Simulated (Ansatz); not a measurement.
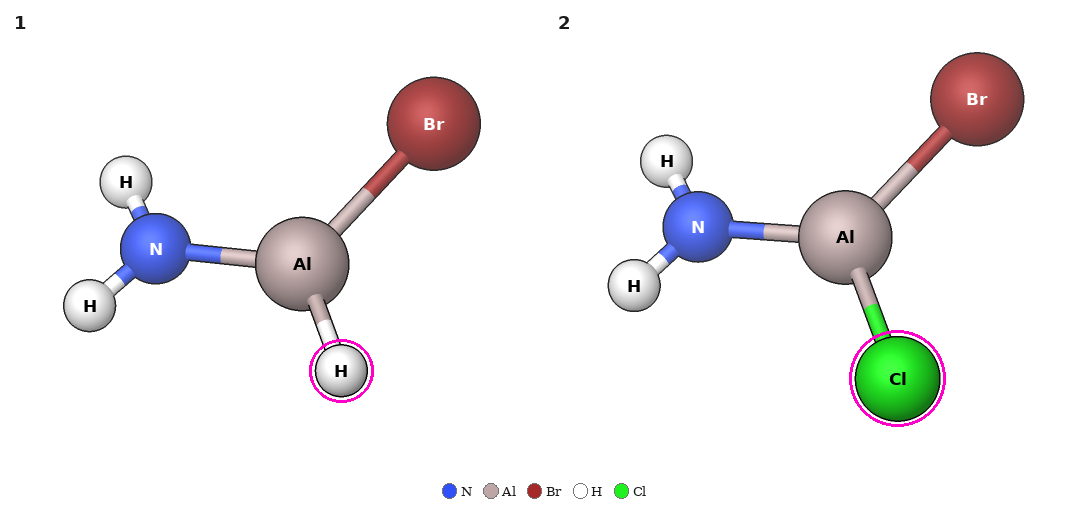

2 molecules with one skeleton, seen from the same side and at one scale; the atom that differs is circled. Charge 0, singlet. Computed geometries: PBE0-D4/def2-TZVP optimisations, one conformation each. Properties computed with Ansatz 0.2.0.

One atom differs, called X below: H in panel 1, Cl in panel 2. Their formulas are AlBrH3N (`[NH2][AlH][Br]`), AlBrClH2N (`[NH2][Al]([Cl])[Br]`).

### In which is the harmonic zero-point energy higher (PBE0-D4/def2-TZVP)?

In panel 1 (X = H).

### In which is the length of X–Al larger (PBE0-D4/def2-TZVP)?

In panel 2 (X = Cl).

Give the values. With PBE0-D4/def2-TZVP: length of X–Al (Å), angle N–Al–X (°), harmonic zero-point energy (kJ/mol). With ωB97M-V/def2-TZVPP: dipole moment (D), HOMO energy (Kohn–Sham orbital) (eV), HOMO–LUMO gap (eV).

```json
{"quantity": "length of X–Al (Å)", "1 (H)": "1.571", "2 (Cl)": "2.083", "2 − 1": "+0.512"}
{"quantity": "angle N–Al–X (°)", "1 (H)": "121.8", "2 (Cl)": "119.9", "2 − 1": "−1.9"}
{"quantity": "dipole moment (D)", "1 (H)": "2.23", "2 (Cl)": "2.28", "2 − 1": "+0.05"}
{"quantity": "HOMO energy (Kohn–Sham orbital) (eV)", "1 (H)": "−10.16", "2 (Cl)": "−10.38", "2 − 1": "−0.22"}
{"quantity": "HOMO–LUMO gap (eV)", "1 (H)": "11.19", "2 (Cl)": "11.34", "2 − 1": "+0.15"}
{"quantity": "harmonic zero-point energy (kJ/mol)", "1 (H)": "88.7", "2 (Cl)": "75.5", "2 − 1": "−13.2"}
```
